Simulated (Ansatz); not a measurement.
Base system: AlN in the zinc blende structure (space group F-43m, No. 216; a = 4.370 Å).

It is then changed as follows: Ga replaces 75.0 % of the Al, ordered in a cell of 8 atoms (starting symmetry Cm) and fully relaxed.

Calculations: Ansatz (a first-principles code) r2SCAN, no SOC, earlier PAW set.

The zone is the changed cell's own and can be folded.

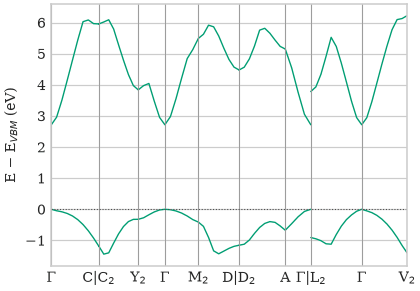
Figure: Highest valence and lowest conduction band along the path of the changed cell's own zone

Problem. From the figure, how large is the changed gap, and is it direct?

Solution. About 2.7 eV, direct at Γ.

These are small ordered cells, not random alloys; other orderings at the same x differ. Stability against distortions was not tested. This is not the structure that AlN has at room temperature and ambient pressure. Labels are those of the standard path for the cell's own space group.
